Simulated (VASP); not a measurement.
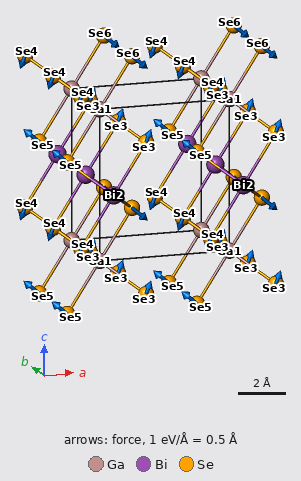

Starting geometry of crystalline GaBiSe$_{4}$ (a generated structure, set up in P2/m) with the computed forces as blue arrows. Style: ball-and-stick. Shown: the cell of the calculation, slightly off an axis.

The run lets cell and atoms move.

Level of theory: Kohn-Sham DFT of a periodic cell, PBE, VASP PAW PBE potentials, recommended in VASP 6.6.1.

Input
```
ALGO = Fast
EDIFF = 1E-4
EDIFFG = -0.08
ENCUT = 520
GGA = PE
IBRION = 2
ISIF = 3
ISMEAR = 0
LASPH = T
LCHARG = F
LREAL = F
LWAVE = F
NELM = 60
NSW = 24
PREC = Normal
SIGMA = 0.15
```

Launched with:
```bash
cat potpaw_PBE.64/Ga_d/POTCAR potpaw_PBE.64/Bi_d/POTCAR potpaw_PBE.64/Se/POTCAR > POTCAR
mpirun -np 1 vasp_std > vasp.out
```

Q: Is this structure relaxed? If not, where do the atoms go?

A: It isn't relaxed: the largest force vector, on Se atoms, is 1.89 eV/Å. The atoms end up moving mostly along the starting forces (cosine between the two patterns 0.92). The energy falls by 0.658 eV per cell of the calculation in 11 geometry steps. Largest force component: 1.4 eV/Å at the start, 0.06 eV/Å at the end. The pressure goes from 4.60 to 0.12 GPa. The largest moves relative to the cell, 0.21 Å, are those of Se5 and Se6. Se5 goes along [−1 0 2]. Bi and Ga stay in place. The volume changes by +2.8 %, with a 5.900 → 6.173 Å (+4.6 %), b 3.900 → 3.961 Å (+1.6 %), c 6.750 → 6.532 Å (−3.2 %), β 90.0° → 89.3°. Near-neighbour distances that change, for instance: Bi2–Se5 2.692 → 2.867 Å, Bi2–Se3 2.688 → 2.848 Å, Ga1–Se5 2.688 → 2.600 Å, Ga1–Se3 2.692 → 2.656 Å. Bond angles that change, for instance: Se3–Ga1–Se5 87.2° → 96.6°, Se3–Ga1–Se6 92.8° → 83.4°, Bi2–Se6–Bi2 92.8° → 87.4°. The space group stays P2/m (No. 10). It ran on 1 thread of Intel(R) Xeon(R) 6975P-C (Granite Rapids) (shared host).

Limits of the set-up: layers or molecules are held without a dispersion correction, so their spacing is unreliable.
